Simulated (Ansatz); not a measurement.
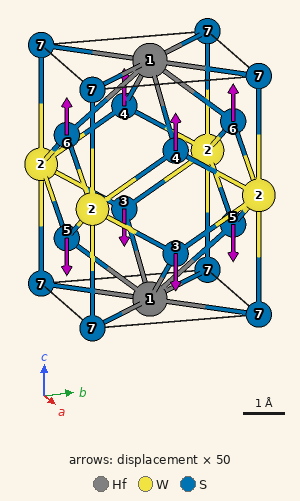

A relaxation of crystalline HfWS5 (a generated structure, set up in P4/mmm) (coarse preliminary run). The starting structure is drawn; purple arrows show the displacements (the part carried along by the change of the cell is left out), magnified 50 times.

Style: ball-and-stick. Shown: the cell of the calculation, slightly off an axis.

These are results of DFT PBE, scalar-relativistic, plane waves, PAW in Ansatz, not measurements. Set-up: plane-wave cutoff 420 eV; k-point mesh 4 × 4 × 4; occupations gaussian; smearing width 0.1 eV; no spin polarisation; cell and atoms relaxed; force threshold 0.04 eV/Å; at most 70 steps.

Which element moves most?

Answer. Sulfur: up to 0.020 Å, against 0.000 Å for hafnium.

What happened in the run?

Answer. Over 2 accepted moves (3 points after the start) the energy falls by 18.2 meV per cell of the calculation. Largest force component: 0.18 eV/Å at the start, 0.012 eV/Å at the end. The pressure goes from 1.10 to 0.08 GPa. The SCF was repeated once at an unchanged geometry on a basis and grid sized afresh for the cell, which shifted the energy by 0.1 meV per cell of the calculation at most. The largest moves relative to the cell, 0.020 Å, are those of S3, S4, S5 and S6. S4 goes along +c. Hf and W stay in place. The drawn cell changes as follows: a = b 4.339 → 4.375 Å (+0.8 %), c 6.173 → 6.107 Å (−1.1 %); the volume changes by +0.6 %. Near-neighbour distances that change, for instance: W2–S7 3.086 → 3.053 Å, Hf1–S7 3.068 → 3.093 Å, W2–S3 2.547 → 2.565 Å, Hf1–S3 2.788 → 2.778 Å. The space group stays P4/mmm (No. 123).
